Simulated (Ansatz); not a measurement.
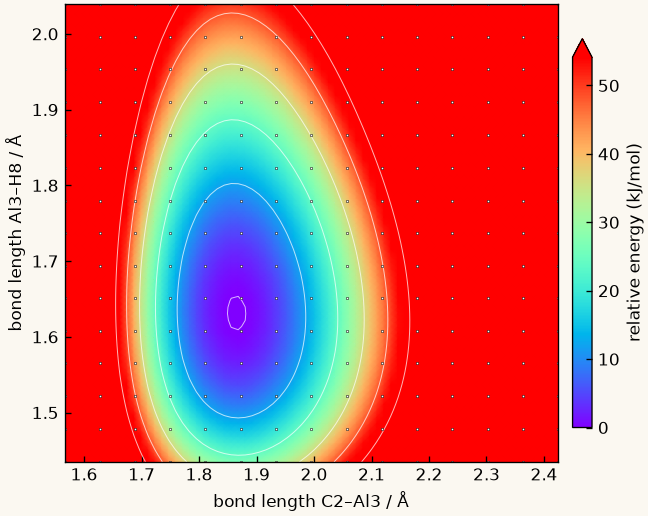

CH₅Al₂, SMILES [AlH2][CH-][AlH2], charge −1. Coordinates scanned: (1) bond length C2–Al3; (2) bond length Al3–H8. Nothing is relaxed (all other coordinates rigid). Grid: 15 × 15 points. Points are written as (first, second). Energies: kJ/mol, counted from the lowest grid point. The calculation used RKS PBE0-D4/def2-SVPD in Ansatz.

In the figure: a smooth colour map with a few white contour lines, dots at the grid points, one colour for all values above the top of the scale. Between grid points the surface is interpolated.

Estimate the position of the minimum and the force constants in these coordinates.

The interpolated minimum is at bond length C2–Al3 ≈ 1.865 Å, bond length Al3–H8 ≈ 1.631 Å. The curvatures there are about 21 eV/Å² and 11 eV/Å², with a cross term of about 0.5 eV/Å². Round the minimum the two coordinates are nearly uncoupled. (1 eV is 96.5 kJ/mol.)
